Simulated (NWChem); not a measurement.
# the pair AlH2O2F···BHO2: a chain of runs

Aim: the energy (singlet AlBH3O4F, PBE0-D3(0)/6-31+G*), then the energy (singlet AlH2O2F, PBE0-D3(0)/6-31+G*), then the energy (singlet BHO2, PBE0-D3(0)/6-31+G*), then a single-point energy (singlet AlH2O2F, PBE0-D3(0)/6-31+G*), then a single-point energy (singlet BHO2, PBE0-D3(0)/6-31+G*) of AlBFH3O4 and its partners. 

The results are computed with NWChem 7.3.0.

## (1) The molecule

The species is AlBH3O4F (10 atoms), meant as a singlet with charge 0. The two molecules were placed rigidly side by side, at 0.85 times their contact distance; the pair isn't optimised.

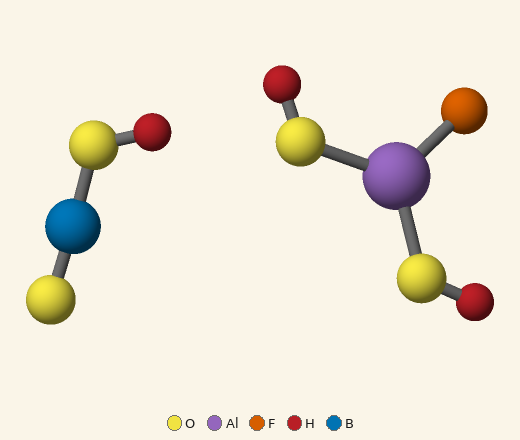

Viewed from a chosen angle; oxygen yellow, aluminium purple, fluorine orange, hydrogen red, boron blue.

## (2) The energy at PBE0-D3(0)/6-31+G(d) (spherical functions) (run 1)

Contents of nw.nw:

```
START nw
memory 2200 mb

GEOMETRY units angstroms noautosym nocenter noautoz
O    -0.579630    1.338270   -0.671080
Al   -0.052530   -0.134830   -0.059780
O     1.050970   -0.128930    1.206720
F    -0.605530   -1.553730   -0.688180
H    -1.205330    1.408170   -1.389380
H     1.392070   -0.928930    1.601720
O    -1.510480    5.080360    1.978340
B    -1.828070    4.613290    0.907720
O    -2.213460    4.144960   -0.266670
H    -1.767300    3.358780   -0.590300
END

BASIS spherical bse
* library 6-31+G*
END

DFT
xc pbe0
disp vdw 3
grid fine
convergence energy 1e-08
maxiter 100
mulliken
print low
END

TASK dft energy
```

Started as:

```bash
$ nwchem nw.nw > nw.out
```

What it wrote:

```text
[...]
 d= 0,ls=0.0,diis     1   -669.2650866478 -9.77D+02  1.62D-02  2.26D+00     7.2
[...]
 d= 0,ls=0.0,diis    11   -669.5189979157 -3.33D-09  2.09D-07  1.48D-09    62.7
         Total DFT energy =     -669.518997915731
      One electron energy =    -1538.038990295912
           Coulomb energy =      629.400655314538
    Exchange-Corr. energy =      -68.297063409699
 Nuclear repulsion energy =      307.418763633281
    Dispersion correction =       -0.002363157938
[...]
      Total Density - Mulliken Population Analysis
     ---------------------------------------------
    Atom       Charge   Shell Charges
 -----------   ------   -------------------------------------------------------
    1 O    8     8.71   2.00  0.88  2.93  1.02  1.92 -0.19  0.14  0.01
    2 Al  13    12.26   2.00  2.00  5.97  0.52  0.93  0.19  0.37 -0.02 -0.05  0.37
    3 O    8     8.66   2.00  0.88  2.93  1.02  1.89 -0.20  0.13  0.02
    4 F    9     9.37   2.00  0.92  3.30  1.08  2.05 -0.14  0.14  0.01
    5 H    1     0.50   0.47  0.03
    6 H    1     0.50   0.47  0.03
    7 O    8     8.55   2.00  0.92  2.85  0.93  1.56  0.10  0.17  0.02
    8 B    5     4.19   2.00  0.54  1.46  0.04 -0.03  0.01  0.02  0.14
    9 O    8     8.80   2.00  0.89  2.96  0.96  1.76  0.09  0.13  0.02
   10 H    1     0.45   0.45 -0.00
[...]
```

Wall time 64 s (1 thread of Intel Xeon Platinum 8259CL at 2.50GHz (Skylake/Cascade Lake), shared host); peak memory 0.12 GiB.

## (3) AlH2O2F: a single-point energy at PBE0-D3(0)/6-31+G(d) (spherical functions) (run 2)

Contents of mol.nw:

```
start mol
title "AlFH2O2 PBE0"
memory stack 880 mb heap 220 mb global 1100 mb
geometry units angstroms noautosym nocenter noautoz
  O    -0.579630    1.338270   -0.671080
  Al   -0.052530   -0.134830   -0.059780
  O     1.050970   -0.128930    1.206720
  F    -0.605530   -1.553730   -0.688180
  H    -1.205330    1.408170   -1.389380
  H     1.392070   -0.928930    1.601720
end
basis "ao basis" spherical bse
  * library 6-31+G*
end
dft
  xc pbe0
  disp vdw 3
  grid fine
  convergence energy 1e-08
  iterations 100
  mulliken
  noprint "final vectors analysis"
end
task dft energy
```

Started as:

```bash
$ nwchem mol.nw > mol.out
```

What it wrote:

```text
[...]
          Wavefunction type:  closed shell.
          No. of atoms     :     6
          No. of electrons :    40
[...]
          Charge           :     0
          Spin multiplicity:     1
[...]
          AO basis - number of functions:    80
[...]
              XC Information
              --------------
                         PBE0 Method XC Functional
                     Hartree-Fock (Exact) Exchange  0.250
          PerdewBurkeErnzerhof Exchange Functional  0.750
            Perdew 1991 LDA Correlation Functional  1.000 local
           PerdewBurkeErnz. Correlation Functional  1.000 non-local
[...]
 d= 0,ls=0.0,diis     1   -493.5921710971 -6.55D+02  1.97D-02  1.27D+00     2.3
[...]
 d= 0,ls=0.0,diis     8   -493.7236180759 -1.53D-09  1.11D-06  1.27D-08    14.0
         Total DFT energy =     -493.723618075911
      One electron energy =    -1007.021807219274
           Coulomb energy =      398.786056779078
    Exchange-Corr. energy =      -46.847099542462
 Nuclear repulsion energy =      161.360148911420
    Dispersion correction =       -0.000917004674
[...]
      Total Density - Mulliken Population Analysis
     ---------------------------------------------
    Atom       Charge   Shell Charges
 -----------   ------   -------------------------------------------------------
    1 O    8     8.68   2.00  0.88  2.93  1.02  1.89 -0.19  0.14  0.02
    2 Al  13    12.26   2.00  2.00  5.97  0.51  0.93  0.18  0.37 -0.02 -0.04  0.37
    3 O    8     8.68   2.00  0.88  2.93  1.02  1.89 -0.19  0.14  0.02
    4 F    9     9.37   2.00  0.92  3.30  1.08  2.05 -0.13  0.15  0.01
    5 H    1     0.51   0.47  0.04
    6 H    1     0.51   0.47  0.04
[...]
```

Wall time 15 s (1 thread of Intel Xeon Platinum 8259CL at 2.50GHz (Skylake/Cascade Lake), shared host); peak memory 0.12 GiB.

## (4) BHO2: the energy at PBE0-D3(0)/6-31+G(d) (spherical functions) (run 3)

Contents of bho2.nw:

```
START bho2
memory total 2200 mb

GEOMETRY noautosym nocenter noautoz
  O    -1.510480    5.080360    1.978340
  B    -1.828070    4.613290    0.907720
  O    -2.213460    4.144960   -0.266670
  H    -1.767300    3.358780   -0.590300
END

BASIS spherical bse
  * library 6-31+G*
END

DFT
  xc pbe0
  disp vdw 3
  grid fine
  convergence energy 1e-08
  maxiter 100
  mulliken
  print low
END

TASK dft energy
```

Started as:

```bash
$ nwchem bho2.nw > bho2.out
```

What it wrote:

```text
[...]
 d= 0,ls=0.0,diis     1   -175.6606216024 -2.30D+02  2.73D-02  1.03D+00     0.8
[...]
 d= 0,ls=0.0,diis    10   -175.7888195440 -6.81D-09  3.27D-07  6.26D-10     5.4
         Total DFT energy =     -175.788819543950
      One electron energy =     -347.532884963349
           Coulomb energy =      139.183911567380
    Exchange-Corr. energy =      -21.445091695427
 Nuclear repulsion energy =       54.005546389297
    Dispersion correction =       -0.000300841851
[...]
      Total Density - Mulliken Population Analysis
     ---------------------------------------------
    Atom       Charge   Shell Charges
 -----------   ------   -------------------------------------------------------
    1 O    8     8.54   2.00  0.92  2.85  0.93  1.55  0.10  0.16  0.02
    2 B    5     4.18   2.00  0.54  1.46  0.04 -0.04  0.01  0.02  0.14
    3 O    8     8.81   2.00  0.89  2.96  0.96  1.74  0.11  0.14  0.02
    4 H    1     0.48   0.46  0.02
[...]
```

Run time: 6 s. Hardware: 1 thread of Intel Xeon Platinum 8259CL at 2.50GHz (Skylake/Cascade Lake), shared host; peak memory 0.11 GiB.

## (5) AlH2O2F among ghost functions: the energy at PBE0-D3(0)/6-31+G(d) (spherical functions, with ghost functions) (run 4)

Contents of alfh2o2.nw:

```
start alfh2o2
title "AlFH2O2"
memory 2200 mb
geometry units angstrom noautosym nocenter noautoz
  O     -0.579630     1.338270    -0.671080
  Al    -0.052530    -0.134830    -0.059780
  O      1.050970    -0.128930     1.206720
  F     -0.605530    -1.553730    -0.688180
  H     -1.205330     1.408170    -1.389380
  H      1.392070    -0.928930     1.601720
  bqO     -1.510480     5.080360     1.978340
  bqB     -1.828070     4.613290     0.907720
  bqO     -2.213460     4.144960    -0.266670
  bqH     -1.767300     3.358780    -0.590300
end
basis spherical bse
  O library 6-31+G*
  Al library 6-31+G*
  F library 6-31+G*
  H library 6-31+G*
  bqO library O 6-31+G*
  bqB library B 6-31+G*
  bqH library H 6-31+G*
end
dft
  xc pbe0
  mult 1
  disp vdw 3
  grid fine
  convergence energy 1e-08
  maxiter 100
  mulliken
  noprint "final vectors analysis"
end
task dft energy
```

Started as:

```bash
$ nwchem alfh2o2.nw > alfh2o2.out
```

What it wrote:

```text
[...]
          Wavefunction type:  closed shell.
          No. of atoms     :    10
          No. of electrons :    40
[...]
          Charge           :     0
          Spin multiplicity:     1
[...]
          AO basis - number of functions:   136
[...]
              XC Information
              --------------
                         PBE0 Method XC Functional
                     Hartree-Fock (Exact) Exchange  0.250
          PerdewBurkeErnzerhof Exchange Functional  0.750
            Perdew 1991 LDA Correlation Functional  1.000 local
           PerdewBurkeErnz. Correlation Functional  1.000 non-local
[...]
 d= 0,ls=0.0,diis     1   -493.5924868810 -6.55D+02  1.20D-02  1.27D+00     6.8
[...]
 d= 0,ls=0.0,diis     8   -493.7240311417 -1.56D-09  6.75D-07  1.31D-08    49.6
         Total DFT energy =     -493.724031141718
      One electron energy =    -1007.024743977726
           Coulomb energy =      398.788534137716
    Exchange-Corr. energy =      -46.847053208455
 Nuclear repulsion energy =      161.360148911420
    Dispersion correction =       -0.000917004674
[...]
      Total Density - Mulliken Population Analysis
     ---------------------------------------------
    Atom       Charge   Shell Charges
 -----------   ------   -------------------------------------------------------
    1 O    8     8.66   2.00  0.88  2.93  1.02  1.89 -0.19  0.11  0.02
    2 Al  13    12.29   2.00  2.00  5.97  0.52  0.94  0.19  0.38 -0.02 -0.05  0.37
    3 O    8     8.67   2.00  0.88  2.93  1.02  1.89 -0.20  0.14  0.02
    4 F    9     9.37   2.00  0.92  3.30  1.08  2.05 -0.14  0.15  0.01
    5 H    1     0.50   0.47  0.03
    6 H    1     0.50   0.47  0.03
    7 X    0     0.00  -0.00 -0.00 -0.00  0.00  0.00  0.00  0.00 -0.00
    8 X    0     0.01  -0.00 -0.00 -0.00  0.00  0.00  0.00  0.00 -0.00
    9 X    0    -0.01  -0.00 -0.00 -0.00 -0.00  0.00 -0.01  0.00  0.00
   10 X    0     0.00   0.00  0.00
[...]
```

Run time: 50 s. Hardware: 1 thread of Intel Xeon Platinum 8259CL at 2.50GHz (Skylake/Cascade Lake), shared host; peak memory 0.13 GiB.

## (6) BHO2 among ghost functions: the energy at PBE0-D3(0)/6-31+G(d) (spherical functions, with ghost functions) (run 5)

Contents of geom.nw:

```
echo
START geom
TITLE "BHO2 PBE0"
memory total 2200 mb

GEOMETRY units angstrom noautosym nocenter noautoz
 O    -1.510480    5.080360    1.978340
 B    -1.828070    4.613290    0.907720
 O    -2.213460    4.144960   -0.266670
 H    -1.767300    3.358780   -0.590300
 bqO     -0.579630     1.338270    -0.671080
 bqAl    -0.052530    -0.134830    -0.059780
 bqO      1.050970    -0.128930     1.206720
 bqF     -0.605530    -1.553730    -0.688180
 bqH     -1.205330     1.408170    -1.389380
 bqH      1.392070    -0.928930     1.601720
END

BASIS "ao basis" spherical bse
 O library 6-31+G*
 B library 6-31+G*
 H library 6-31+G*
 bqO library O 6-31+G*
 bqAl library Al 6-31+G*
 bqF library F 6-31+G*
 bqH library H 6-31+G*
END

DFT
 xc pbe0
 disp vdw 3
 grid fine
 convergence energy 1e-08
 maxiter 100
 mulliken
 noprint "final vectors analysis"
END

TASK dft energy
```

Started as:

```bash
$ nwchem geom.nw > geom.out
```

What it wrote:

```text
[...]
          Wavefunction type:  closed shell.
          No. of atoms     :    10
          No. of electrons :    22
[...]
          Charge           :     0
          Spin multiplicity:     1
[...]
          AO basis - number of functions:   136
[...]
              XC Information
              --------------
                         PBE0 Method XC Functional
                     Hartree-Fock (Exact) Exchange  0.250
          PerdewBurkeErnzerhof Exchange Functional  0.750
            Perdew 1991 LDA Correlation Functional  1.000 local
           PerdewBurkeErnz. Correlation Functional  1.000 non-local
[...]
 d= 0,ls=0.0,diis     1   -175.6611982924 -2.30D+02  1.14D-02  1.03D+00     6.0
[...]
 d= 0,ls=0.0,diis    10   -175.7893615554 -6.82D-09  1.36D-07  6.27D-10    52.0
         Total DFT energy =     -175.789361555402
      One electron energy =     -347.533277509855
           Coulomb energy =      139.183854540702
    Exchange-Corr. energy =      -21.445184133695
 Nuclear repulsion energy =       54.005546389297
    Dispersion correction =       -0.000300841851
[...]
      Total Density - Mulliken Population Analysis
     ---------------------------------------------
    Atom       Charge   Shell Charges
 -----------   ------   -------------------------------------------------------
    1 O    8     8.55   2.00  0.92  2.85  0.93  1.56  0.10  0.17  0.02
    2 B    5     4.19   2.00  0.54  1.46  0.05 -0.02  0.01  0.02  0.14
    3 O    8     8.80   2.00  0.89  2.96  0.96  1.75  0.10  0.12  0.02
    4 H    1     0.44   0.46 -0.02
    5 X    0     0.03   0.00  0.00 -0.00 -0.00  0.00 -0.00  0.03 -0.00
    6 X    0    -0.00   0.00  0.00 -0.00  0.00  0.00  0.00  0.00 -0.00 -0.00  0.00
    7 X    0     0.00  -0.00 -0.00 -0.00  0.00  0.00  0.00 -0.00 -0.00
    8 X    0     0.00  -0.00 -0.00 -0.00 -0.00 -0.00 -0.00  0.00 -0.00
    9 X    0    -0.00  -0.00 -0.00
   10 X    0    -0.00  -0.00 -0.00
[...]
```

Wall time 53 s (1 thread of Intel Xeon Platinum 8259CL at 2.50GHz (Skylake/Cascade Lake), shared host); peak memory 0.12 GiB.

## (7) Results

| quantity | value |
| --- | --- |
| run 1, PBE0-D3(0)/6-31+G*: total energy | -669.51900 Eh |
| run 1, PBE0-D3(0)/6-31+G*: dispersion energy | -6.20 kJ/mol |
| AlH2O2F: total energy | -493.72362 Eh |
| AlH2O2F: dipole moment | 1.05 D |
| AlH2O2F: dispersion energy | -2.41 kJ/mol |
| BHO2: total energy | -175.78882 Eh |
| BHO2: dispersion energy | -0.79 kJ/mol |
| AlH2O2F among ghost functions: total energy | -493.72403 Eh |
| AlH2O2F among ghost functions: dipole moment | 1.04 D |
| AlH2O2F among ghost functions: dispersion energy | -2.41 kJ/mol |
| BHO2 among ghost functions: total energy | -175.78936 Eh |
| BHO2 among ghost functions: dipole moment | 3.94 D |
| BHO2 among ghost functions: dispersion energy | -0.79 kJ/mol |
| interaction energy of the rigid parts AlH2O2F and BHO2 (parts in their own basis; closest atoms 2.18 Å apart) | -0.179 eV |
| interaction energy of the rigid parts AlH2O2F and BHO2 (parts in the whole basis, counterpoise; closest atoms 2.18 Å apart) | -0.153 eV |

What this shows: The interaction energy of the rigid parts AlH2O2F and BHO2 (parts in their own basis; closest atoms 2.18 Å apart) is −0.18 eV (−4.1 kcal/mol): the parts attract. Without counterpoise this holds the superposition error of the basis. The interaction energy of the rigid parts AlH2O2F and BHO2 (parts in the whole basis, counterpoise; closest atoms 2.18 Å apart) is −0.15 eV (−3.5 kcal/mol): the parts attract. The basis-set superposition error is 2.5 kJ/mol.
